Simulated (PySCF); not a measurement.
# CISD/STO-3G run of SiH3Cl (chlorosilane)

Aim: the vertical ionisation energy of SiH3Cl (chlorosilane) at CISD/STO-3G, from 2 runs. Input form: a Python script.

The results are computed with PySCF 2.14.0.

9 further runs of the same task are left out: 9 set aside as unsound or not needed.

### 1 The molecule

SiH3Cl has 5 atoms, charge 0, and is taken as a singlet. SMILES: `[SiH3]Cl`. The coordinates come from a PBE0-D4/def2-TZVP relaxation.

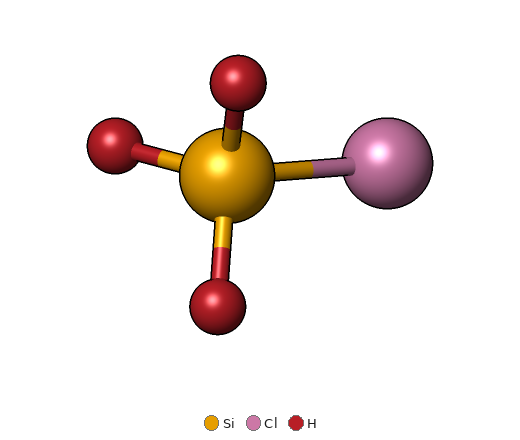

The structure, seen from a chosen angle (silicon amber, chlorine pink, hydrogen red).

### 2 A single-point energy at CISD/STO-3G

calc.py reads:

```python
from pyscf import gto, ci

mol = gto.M(
    atom='''
Si      -0.112000       0.018600      -0.030900
Cl       1.838300      -0.513500       0.329900
H       -0.950900      -0.488300       1.079100
H       -0.534700      -0.585700      -1.314900
H       -0.190800       1.495400      -0.104700
''',
    verbose=3,
    charge=0,
    max_memory=1860,
    basis='sto-3g',
)

mf = mol.RHF()
mf.conv_tol = 1e-10
mf.kernel()
if not mf.converged:
    mf = mf.newton().run(mf.mo_coeff, mf.mo_occ)

cisd = ci.CISD(mf, frozen=10)
cisd.kernel()
energy = cisd.e_tot
print('Final energy', energy)
```

Started as:

```console
OMP_NUM_THREADS=1 python calc.py
```

Output:

```text
converged SCF energy = -741.972181284324
E(RCISD) = -742.036094453224  E_corr = -0.06391316890038973
Final energy -742.036094453224
```

It took 0.86 s on 1 thread of Arm Neoverse V1, shared host; peak memory 0.12 GiB.

### 3 The doublet cation, same level

input.py reads:

```python
from pyscf import gto, ci

mol = gto.M(
    atom='''
Si    -0.112000     0.018600    -0.030900
Cl     1.838300    -0.513500     0.329900
H     -0.950900    -0.488300     1.079100
H     -0.534700    -0.585700    -1.314900
H     -0.190800     1.495400    -0.104700
''',
    max_memory=1860,
    basis='sto-3g',
    verbose=4,
    charge=1,
    spin=1,
)

mf = mol.UHF()
mf.conv_tol = 1e-10
mf.kernel()
if not mf.converged:
    mf = mf.newton().run(mf.mo_coeff, mf.mo_occ)

cisd = ci.CISD(mf, frozen=10)
cisd.kernel()
etot = cisd.e_tot
print('Final energy', etot)
```

Started as:

```console
OMP_NUM_THREADS=1 python input.py
```

Output:

```text
PySCF version 2.14.0

[INPUT] num. atoms = 5
[INPUT] num. electrons = 33
[INPUT] charge = 1
[INPUT] spin (= nelec alpha-beta = 2S) = 1
[INPUT] symmetry False subgroup None
[INPUT] Mole.unit = angstrom
[INPUT] Symbol           X                Y                Z      unit          X                Y                Z       unit  Magmom
[INPUT]  1 Si    -0.112000000000   0.018600000000  -0.030900000000 AA   -0.211649325951   0.035148905917  -0.058392537249 Bohr   0.0
[INPUT]  2 Cl     1.838300000000  -0.513500000000   0.329900000000 AA    3.473883534788  -0.970374364964   0.623420648494 Bohr   0.0
[INPUT]  3 H     -0.950900000000  -0.488300000000   1.079100000000 AA   -1.796940571849  -0.922753266625   2.039203461018 Bohr   0.0
[INPUT]  4 H     -0.534700000000  -0.585700000000  -1.314900000000 AA   -1.010436558805  -1.106812591158  -2.484800881191 Bohr   0.0
[INPUT]  5 H     -0.190800000000   1.495400000000  -0.104700000000 AA   -0.360559744567   2.825896446675  -0.197854325242 Bohr   0.0

nuclear repulsion = 86.3372182574061
number of shells = 13
number of NR pGTOs = 63
number of NR cGTOs = 21
basis = sto-3g
ecp = {}

[... 19 lines left out ...]
WARN: beta  nocc = 16  HOMO -0.373521540748177 >= LUMO -0.373506225312105
[... 66 lines left out ...]
converged SCF energy = -741.628608663614  <S^2> = 0.7530762  2S+1 = 2.0030738
[... 1 line left out ...]
******** <class 'pyscf.ci.ucisd.UCISD'> ********
CISD nocc = (np.int64(7), np.int64(6)), nmo = (11, 11)
frozen orbitals 10
max_cycle = 50
direct = 0
conv_tol = 1e-09
max_cycle = 50
max_space = 12
lindep = 0
nroots = 1
Init t2, MP2 energy = -0.0442998334502692
UCISD converged
E(UCISD) = -741.6940762501727  E_corr = -0.06546758655861273
Final energy -741.6940762501727
```

It took 0.98 s on 1 thread of Arm Neoverse V1, shared host; peak memory 0.12 GiB.

### 4 What came out

At CISD/STO-3G, 10 core orbitals frozen:

| quantity | value |
| --- | --- |
| singlet SiH3Cl: total energy | -742.03609 Eh |
| singlet SiH3Cl: dipole moment (Hartree–Fock density) | 2.84 D |
| singlet SiH3Cl: HOMO energy (Hartree–Fock orbitals) | -10.15 eV |
| singlet SiH3Cl: LUMO energy (Hartree–Fock orbitals) | 9.58 eV |
| singlet SiH3Cl: HOMO–LUMO gap (Hartree–Fock orbitals) | 19.73 eV |
| singlet SiH3Cl: correlation energy (10 core orbitals frozen) | -63.9 mEh |
| doublet cation: total energy | -741.69408 Eh |
| doublet cation: HOMO energy (Hartree–Fock orbitals) (highest over α and β) | -18.33 eV |
| doublet cation: LUMO energy (Hartree–Fock orbitals) (lowest over α and β) | -8.52 eV |
| doublet cation: correlation energy (10 core orbitals frozen) | -65.5 mEh |
| doublet cation: ⟨S²⟩ of the reference determinant | 0.753 |
| vertical ionisation energy (to the doublet cation) | 9.307 eV |

What this shows: Removing an electron at fixed nuclei costs 9.31 eV (898 kJ/mol). In a minimal basis such a difference can be off by several eV, whatever the method. Mulliken charges (singlet SiH3Cl) of the mean-field density run from -0.39 on Cl2 to +0.77 on Si1; they depend strongly on the basis.
